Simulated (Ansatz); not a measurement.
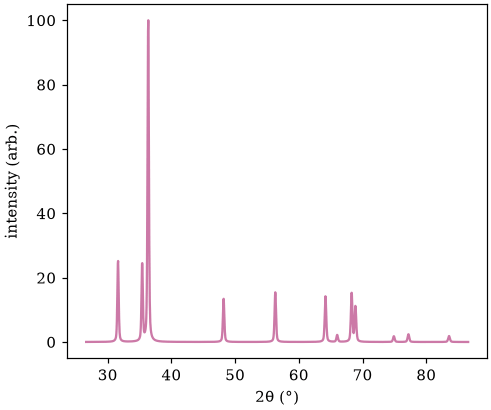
Fig. 1. Simulated powder pattern, Cu Kα, λ = 1.54184 Å

The pattern belongs to a structure relaxed with DFT-PBE+D3(BJ) in the program Ansatz with PAW potentials.

Which compound is it?
A) Ru, hcp (Mg type)
B) Cr, bcc (W type)
C) Sc, hcp (Mg type)
D) Co, hcp (Mg type)

C, Sc, hcp (Mg type)

Space group P6_3/mmc (hcp (Mg type)). The PBE+D3(BJ) relaxation kept the symmetry of its start. The run is not spin-polarised. The pairwise dispersion correction was not fitted to metals.

Potentials: the later of the program's two PAW sets.
